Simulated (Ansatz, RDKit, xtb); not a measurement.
# Isomers of C3H5NOSi, a sample narrowed down, part 2 of 2

Which of a sample of isomers of C3H5NOSi is the most stable in the gas at 298.15 K, and what are its properties? The sample is small against all isomers, and the most stable one of this formula need not be in it.

xtb, Ansatz and PySCF; isolated molecules. The steps go on from the part before.

## Step 7: Harmonic analysis of the finalists

The lowest few in one piece go on as finalists. In this search the thermal terms come from GFN2-xTB at its own nearest minimum. The first, c554a:

Contents of start.xyz:

```xyz
11
c554a
C      0.382241     0.533637     0.567748
C      1.219027     1.332209     1.304149
C     -0.747230     2.008611     1.692902
N      0.481541     2.263452     2.012385
O     -0.896677     0.983947     0.829224
Si     0.646285    -0.901323    -0.600034
H      2.115583    -1.131099    -0.664377
H      0.120181    -0.579618    -1.956280
H     -0.039718    -2.123746    -0.095258
H      2.305476     1.290861     1.365294
H     -1.653789     2.509920     2.029348
```

Command:

```sh
$ xtb start.xyz --gfn 2 --ohess tight
```

Log, shortened:

```text
* xtb version 6.7.1
[...]
          :  # basis functions                  35          :
[...]
          :  # electrons                        32          :
[...]
          :  Hamiltonian                  GFN2-xTB          :
[...]
          :  net charge                          0          :
          :  unpaired electrons                  0          :
[...]
   *** convergence criteria satisfied after 13 iterations ***
[...]
   *** GEOMETRY OPTIMIZATION CONVERGED AFTER 7 ITERATIONS ***
[...]
   *** convergence criteria satisfied after 3 iterations ***
[...]
         ::                     SUMMARY                     ::
         :::::::::::::::::::::::::::::::::::::::::::::::::::::
         :: total energy             -17.681390613781 Eh    ::
         :: gradient norm              0.000108911045 Eh/a0 ::
         :: HOMO-LUMO gap              4.114482543354 eV    ::
         ::.................................................::
         :: SCC energy               -17.884038076167 Eh    ::
         :: -> isotropic ES            0.028340562217 Eh    ::
         :: -> anisotropic ES          0.004541726215 Eh    ::
         :: -> anisotropic XC          0.008863779350 Eh    ::
         :: -> dispersion             -0.007469777776 Eh    ::
         :: repulsion energy           0.202647462386 Eh    ::
         :: add. restraining           0.000000000000 Eh    ::
         :: total charge              -0.000000000000 e     ::
         :::::::::::::::::::::::::::::::::::::::::::::::::::::
[...]
        16        2.0000           -0.3965162             -10.7898 (HOMO)
        17                         -0.2453122              -6.6753 (LUMO)
[...]
molecular dipole:
                 x           y           z       tot (Debye)
 q only:        0.074      -0.582      -0.476
   full:       -0.200      -0.579      -0.498       2.006
molecular quadrupole (traceless):
[...]
          | TOTAL ENERGY              -17.681390613809 Eh   |
          | TOTAL ENTHALPY            -17.603208855767 Eh   |
          | TOTAL FREE ENERGY         -17.641106424864 Eh   |
          | GRADIENT NORM               0.000108561288 Eh/α |
[...]
```

Wall time 0.74 s (2 threads of AMD EPYC (Zen 3), shared host); peak memory 0.11 GiB.

## Step 8: Thermal terms of the finalists

As xtb prints them, at 298.15 K, with its own treatment of low modes:

```csv
label,SMILES,spin,lowest mode (cm⁻¹),zero-point (kcal/mol),G − E (kcal/mol)
c554a,[SiH3]c1cnco1,singlet,54,44.4,25.3
c452a,[SiH3]c1cocn1,singlet,48,44.3,25.2
c300a,[SiH3]c1ncco1,singlet,25i,44.2,25.8
```

c300a keeps an imaginary mode, a small one that points to a nearly free motion; the harmonic terms are rough for it.

## Step 9: Energies at the top level

Each finalist gets a single point at CCSD(T)/def2-SVP + MP2/def2-TZVPP - MP2/def2-SVP.

c554a, CCSD(T)/def2-SVP:

Contents of input.yaml:

```yaml
crystal:
  periodic: [false, false, false]
  atoms:
    - {symbol: C, position_ang: [0.382241, 0.533637, 0.567748]}
    - {symbol: C, position_ang: [1.219027, 1.332209, 1.304149]}
    - {symbol: C, position_ang: [-0.747230, 2.008611, 1.692902]}
    - {symbol: N, position_ang: [0.481541, 2.263452, 2.012385]}
    - {symbol: O, position_ang: [-0.896677, 0.983947, 0.829224]}
    - {symbol: Si, position_ang: [0.646285, -0.901323, -0.600034]}
    - {symbol: H, position_ang: [2.115583, -1.131099, -0.664377]}
    - {symbol: H, position_ang: [0.120181, -0.579618, -1.956280]}
    - {symbol: H, position_ang: [-0.039718, -2.123746, -0.095258]}
    - {symbol: H, position_ang: [2.305476, 1.290861, 1.365294]}
    - {symbol: H, position_ang: [-1.653789, 2.509920, 2.029348]}
basis:
  gaussian:
    orbitals: def2-SVP
correlation:
  method: ccsd_t
  frozen_orbitals: {O: 1, Si: 5, C: 1, "N": 1, H: 0}
```

Command:

```sh
$ ansatz run input.yaml --threads 2 --pin off --max-ram 5220MiB --events-out events.jsonl --progress --plain --runs-dir runs
```

Log, shortened:

```text
Warning: RAYON_NUM_THREADS=2 ignored (pool sized by the plan → 2); use --threads N
Functional definition: HF
  name "HF"
[...]
1137 factors; integrals over basis functions are off by at most 1.2e-3 eV
[...]
mean field -14543.18222605 eV, -534.4520890844 hartree, gradient 2.5e-6 eV, S^2 0.000000; 0 other end points of the search recorded, 0 dependent functions left out; unrestricted orbitals would lower it
10 core orbitals not correlated: weight in the atoms' cores, before any rotation towards them, 1.000 or more for the frozen orbitals, at most 0.000 for the correlated occupied ones
reference -14543.18222605 eV, -534.4520890844 hartree; 16, 16 occupied and 87, 87 virtual orbitals, 1137 factors
second order -22.56700924 eV of doubles, -0.00000000 eV of singles
cycle   1  -22.74922902 eV  change   -1.8e-1 eV  update   1.3e-1
[...]
cycle  10  -23.63715902 eV  change    7.9e-6 eV  update   1.5e-5
perturbative correction -0.92923790 eV, -0.0341488631 hartree
Total energy: -14567.74862298 eV, -535.3548875197 hartree
```

Wall time 31 s (2 threads of AMD EPYC (Zen 3), shared host); peak memory 0.59 GiB.

## Step 10: c554a at MP2/def2-TZVPP

Edit input.yaml of step 9 so:

```diff
@@ -6,3 +6,3 @@
     - {symbol: C, position_ang: [-0.747230, 2.008611, 1.692902]}
-    - {symbol: N, position_ang: [0.481541, 2.263452, 2.012385]}
+    - {symbol: "N", position_ang: [0.481541, 2.263452, 2.012385]}
     - {symbol: O, position_ang: [-0.896677, 0.983947, 0.829224]}
@@ -16,5 +16,5 @@
   gaussian:
-    orbitals: def2-SVP
+    orbitals: def2-TZVPP
 correlation:
-  method: ccsd_t
+  method: mp2
   frozen_orbitals: {O: 1, Si: 5, C: 1, "N": 1, H: 0}
```

Command:

```sh
$ ansatz run input.yaml --threads 2 --pin off --max-ram 5220MiB --events-out events.jsonl --progress --plain --runs-dir runs
```

Log:

```text
Warning: RAYON_NUM_THREADS=2 ignored (pool sized by the plan → 2); use --threads N
[... 2 set-up lines as earlier in the session ...]
  exchange = exact_x
  correlation = 0
1623 factors; integrals over basis functions are off by at most 9.6e-4 eV
mean field evaluation 1: about -14549.5885 eV, gradient 3.5e1 eV
mean field evaluation 2: about -14550.0196 eV, gradient 3.5e1 eV
mean field evaluation 4: about -14553.6057 eV, gradient 5.5e0 eV
mean field evaluation 8: about -14553.7070 eV, gradient 4.2e-1 eV
mean field evaluation 16: about -14553.7078 eV, gradient 1.5e-6 eV
mean field -14553.70781430 eV, -534.8388973181 hartree, gradient 1.5e-6 eV, S^2 0.000000; 0 other end points of the search recorded, 0 dependent functions left out; unrestricted orbitals would lower it
10 core orbitals not correlated: weight in the atoms' cores, before any rotation towards them, 1.000 or more for the frozen orbitals, at most 0.000 for the correlated occupied ones
reference -14553.70781430 eV, -534.8388973181 hartree; 16, 16 occupied and 241, 241 virtual orbitals, 1623 factors
second order -27.82908465 eV of doubles, -0.00000000 eV of singles
Total energy: -14581.53689895 eV, -535.8615973158 hartree
```

Run time: 23 s. Hardware: 2 threads of AMD EPYC (Zen 3), shared host; peak memory 0.71 GiB.

## Step 11: c452a at CCSD(T)/def2-SVP

Contents of input.yaml:

```yaml
crystal:
  periodic: [false, false, false]
  atoms:
    - {symbol: C, position_ang: [0.342394, 0.532110, 0.569578]}
    - {symbol: C, position_ang: [1.206924, 1.211179, 1.382994]}
    - {symbol: C, position_ang: [-0.800214, 1.867287, 1.789723]}
    - {symbol: "N", position_ang: [-0.953530, 0.983962, 0.861072]}
    - {symbol: O, position_ang: [0.487420, 2.063867, 2.163527]}
    - {symbol: Si, position_ang: [0.674837, -0.774148, -0.728345]}
    - {symbol: H, position_ang: [2.146961, -1.008559, -0.785427]}
    - {symbol: H, position_ang: [0.193916, -0.315969, -2.061517]}
    - {symbol: H, position_ang: [-0.015566, -2.045885, -0.375080]}
    - {symbol: H, position_ang: [2.284215, 1.207455, 1.522856]}
    - {symbol: H, position_ang: [-1.557131, 2.461527, 2.299466]}
basis:
  gaussian: {orbitals: def2-SVP}
correlation: {method: ccsd_t, frozen_orbitals: {O: 1, Si: 5, C: 1, "N": 1, H: 0}}
```

Command:

```sh
$ ansatz run input.yaml --threads 2 --pin off --max-ram 5220MiB --events-out events.jsonl --progress --plain --runs-dir runs
```

Log, shortened:

```text
Warning: RAYON_NUM_THREADS=2 ignored (pool sized by the plan → 2); use --threads N
[... 2 set-up lines as earlier in the session ...]
[...]
1136 factors; integrals over basis functions are off by at most 1.3e-3 eV
[...]
mean field -14543.15484773 eV, -534.4510829498 hartree, gradient 1.1e-6 eV, S^2 0.000000; 0 other end points of the search recorded, 0 dependent functions left out
10 core orbitals not correlated: weight in the atoms' cores, before any rotation towards them, 1.000 or more for the frozen orbitals, at most 0.000 for the correlated occupied ones
reference -14543.15484773 eV, -534.4510829498 hartree; 16, 16 occupied and 87, 87 virtual orbitals, 1136 factors
second order -22.57959123 eV of doubles, -0.00000000 eV of singles
cycle   1  -22.76592025 eV  change   -1.9e-1 eV  update   1.3e-1
[...]
cycle   9  -23.64722236 eV  change   -3.7e-5 eV  update   3.7e-5
perturbative correction -0.92691632 eV, -0.0340635465 hartree
Total energy: -14567.72898641 eV, -535.3541658893 hartree
```

Run time: 35 s. Hardware: 2 threads of AMD EPYC (Zen 3), shared host; peak memory 0.59 GiB.

For c554a, c300a the log finds that unrestricted Hartree-Fock orbitals lie lower, a sign to watch the closed-shell reference there.

## Step 12: Free energies and the winner

Energies in kcal/mol from c554a; G adds the thermal terms to the CCSD(T)/def2-SVP + MP2/def2-TZVPP - MP2/def2-SVP energy. The columns left of the relaxed level are at the tight-binding geometries.

```csv
label,SMILES,spin,GFN2-xTB,HF/STO-3G,r2SCAN-D4/def2-SVP,B3LYP-D3(BJ)/def2-SVP,HF/def2-SVP,MP2/def2-SVP,CCSD(T)/def2-SVP + MP2/def2-TZVPP - MP2/def2-SVP,G,share at equilibrium,T1
c554a,[SiH3]c1cnco1,singlet,0.0,0.0,0.0,0.0,0.0,0.0,0.0,0.0,72.4 %,0.015
c452a,[SiH3]c1cocn1,singlet,2.0,1.0,0.9,0.8,0.6,0.3,0.7,0.6,26.5 %,0.014
c300a,[SiH3]c1ncco1,singlet,0.8,-0.6,1.7,1.8,2.9,1.7,2.0,2.5,1.1 %,0.014
```

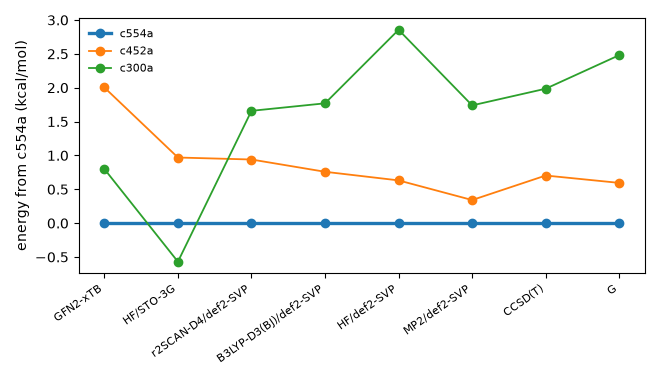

The finalists at each level, measured from c554a.

Lowest found: c554a, `[SiH3]c1cnco1`, a singlet. Bond lengths: C1–C2 1.371 Å, C2–N4 1.383 Å, C3–N4 1.295 Å, C1–O5 1.381 Å, C3–O5 1.348 Å, C1–Si6 1.869 Å, Si6–H7 1.489 Å, Si6–H8 1.490 Å, Si6–H9 1.490 Å, C2–H10 1.089 Å, C3–H11 1.089 Å. Some angles: C1–C2–N4 110.0°, C2–C1–O5 105.9°, C2–C1–Si6 134.2°, O5–C1–Si6 120.0°, C2–N4–C3 104.3°, N4–C3–O5 114.4°, C1–O5–C3 105.5°, C1–C2–H10 128.1°, N4–C2–H10 121.9°, N4–C3–H11 128.5°.

```xyz
11

C     0.3822    0.5336    0.5677
C     1.2190    1.3322    1.3041
C    -0.7472    2.0086    1.6929
N     0.4815    2.2635    2.0124
O    -0.8967    0.9839    0.8292
Si    0.6463   -0.9013   -0.6000
H     2.1156   -1.1311   -0.6644
H     0.1202   -0.5796   -1.9563
H    -0.0397   -2.1237   -0.0953
H     2.3055    1.2909    1.3653
H    -1.6538    2.5099    2.0293
```

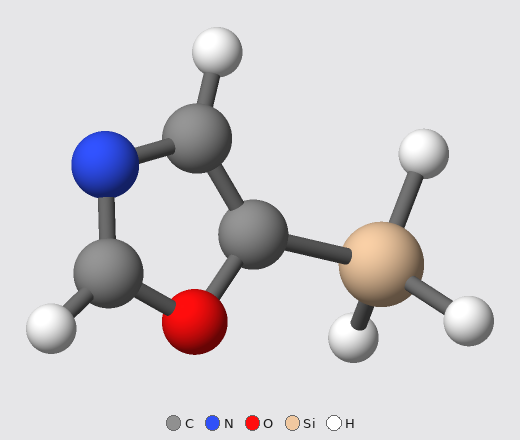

The lowest structure found, seen from a chosen angle (carbon grey, nitrogen blue, oxygen red, silicon light orange, hydrogen white).

## Step 13: Outcome

What follows sums up all 2 parts.

```
                                 quantity                                                                  value
                   lowest structure found                                                 [SiH3]c1cnco1, singlet
                            next finalist                       [SiH3]c1cocn1, singlet, 0.6 kcal/mol higher in G
share at equilibrium, among the finalists                                                                 72.4 %
                                   funnel  3 starts, 3 minima at GFN2-xTB, 6 screening runs, 3 relaxed, 3 ranked
                     CPU time of all runs                                                                 11 min
```

What this shows: The search ends on `[SiH3]c1cnco1`. Its margin of 0.6 kcal/mol is inside the likely error of CCSD(T)/def2-SVP + MP2/def2-TZVPP - MP2/def2-SVP with harmonic terms (about 1.5 kcal/mol), so the order of the first two is not settled. GFN2-xTB, r2SCAN-D4/def2-SVP, B3LYP-D3(BJ)/def2-SVP, HF/def2-SVP and MP2/def2-SVP already put its bonding pattern lowest among the structures in one piece; HF/STO-3G favours the singlet [SiH3]c1ncco1. The largest share of the time went into the final energies (47 %). Lowest found is not proven lowest: the search is finite, and each finalist counts with one conformer. Only 3 drawn patterns were tried, so whole families of isomers are missing, and the result ranks this sample alone. The lowest isomer need not be the one that is made and kept in a bottle, which depends on barriers.
